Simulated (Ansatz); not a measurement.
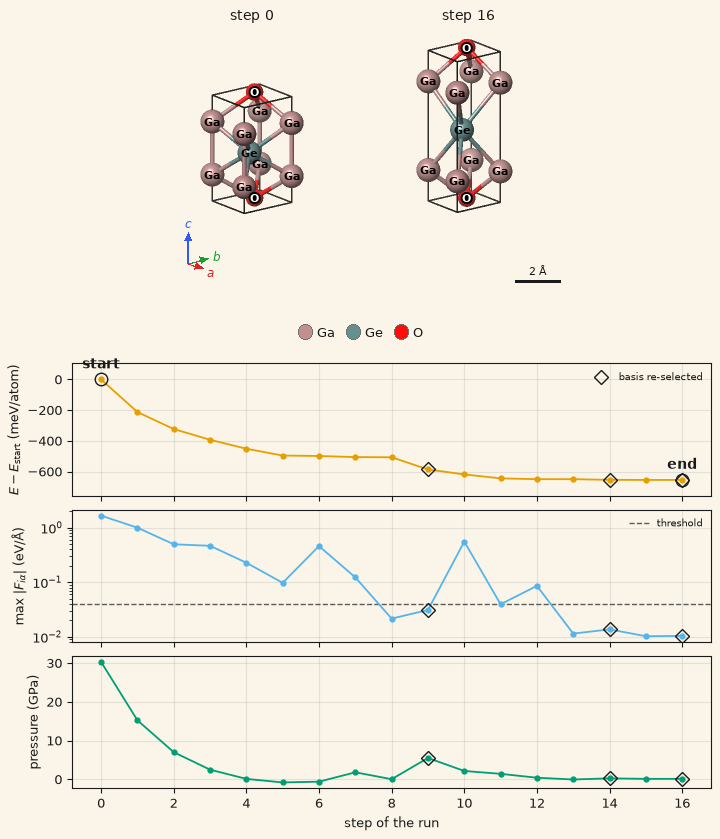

First and last geometry of a relaxation of a crystal of Ga2GeO (a generated structure, set up in P-6m2) (coarse preliminary run), with the history of the run. A ball-and-stick model of the cell of the calculation, seen slightly off an axis.

Method: Ansatz 0.2.0, DFT PBE, scalar-relativistic, plane waves, PAW.

The input:
```yaml
crystal:
  lattice:
    - [3.56869439, 0.0, 0.0]
    - [-1.7843472, 3.09058, 0.0]
    - [0.0, 0.0, 4.803661]
  atoms:
    - { symbol: Ga, position: [0.0, 0.0, 0.75048202] }
    - { symbol: Ga, position: [0.0, 0.0, 0.24951798] }
    - { symbol: Ge, position: [0.66666667, 0.33333333, 0.5] }
    - { symbol: O, position: [0.33333333, 0.66666667, 0.0] }
basis:
  ecutwfc: 420
kpoints:
  mp_grid: { grid: [6, 6, 4] }
hamiltonian:
  xc: pbe
scf:
  occupations: { method: gaussian, width: 0.1 }
  lower_state_search: "off"
output:
  forces: true
  stress: true
  eigenvalues: true
relax:
  adjacent_minimum: "off"
  f_tol: 0.04
  max_steps: 70
  cell: { stress_tol: 0.4 }
```

Command:
```bash
ansatz run input.yaml --threads 1 --pin off --max-ram 2560MiB --backend cpu --events-out ev --progress --plain --runs-dir out
```

### What do the curves and the structures tell?

It converged. The largest moves relative to the cell, 0.30 Å, are those of Ga1 and Ga2. Ga2 goes along −c. Ge and O stay in place. The volume changes by +17.6 %, with a = b 3.569 → 3.244 Å (−9.1 %), c 4.804 → 6.837 Å (+42.3 %). Among the contacts that change: Ga1–Ga2 2.406 → 4.026 Å, Ga1–Ga2 (another image) 2.397 → 2.811 Å, Ga1–Ge3 2.386 → 2.749 Å, Ga1–O4 2.384 → 2.341 Å. Bonds break: Ga1–Ga2 (2.41 → 4.03 Å). Bond angles that change, for instance: Ga1–Ge3–Ga2 60.6° → 94.1°, Ga1–Ge3–Ga1 96.8° → 72.3°, Ge3–Ga1–Ge3 96.8° → 72.3°. The space group stays P-6m2 (No. 187). Over 13 accepted moves (16 points after the start) the energy falls by 654 meV per atom. Largest force component: 1.7 eV/Å at the start, 0.01 eV/Å at the end. The pressure goes from 30.32 to 0.13 GPa. The SCF was repeated 3 times at an unchanged geometry on a basis and grid sized afresh for the cell, which shifted the energy by 79.1 meV per atom at most. Cost: 73 s on 1 thread of Arm Neoverse V1 (shared host), peak memory 0.33 GiB.

| step | E − E(0), meV/atom | largest force component, eV/Å | pressure, GPa | volume, Å³/atom | note |
| --- | --- | --- | --- | --- | --- |
| 0 | 0.00 | 1.6664 | 30.32 | 13.245 |  |
| 1 | -211.92 | 1.0032 | 15.24 | 14.378 |  |
| 2 | -322.89 | 0.4979 | 7.02 | 15.184 |  |
| 3 | -392.63 | 0.4668 | 2.50 | 15.662 |  |
| 4 | -451.19 | 0.2285 | 0.12 | 15.744 |  |
| 5 | -495.47 | 0.0979 | -0.79 | 15.437 |  |
| 6 | -498.32 | 0.4609 | -0.60 | 14.839 |  |
| 7 | -505.56 | 0.1232 | 1.82 | 14.766 |  |
| 8 | -506.80 | 0.0216 | 0.04 | 14.934 |  |
| 9 | -585.93 | 0.0311 | 5.51 | 14.934 | same geometry, new basis |
| 10 | -618.27 | 0.5584 | 2.16 | 15.278 |  |
| 11 | -644.11 | 0.0396 | 1.43 | 15.362 |  |
| 12 | -649.24 | 0.0862 | 0.42 | 15.487 |  |
| 13 | -649.32 | 0.0115 | -0.03 | 15.550 |  |
| 14 | -653.72 | 0.0137 | 0.26 | 15.550 | same geometry, new basis |
| 15 | -654.18 | 0.0103 | 0.13 | 15.573 |  |
| 16 | -654.19 | 0.0104 | 0.13 | 15.573 | same geometry, new basis |
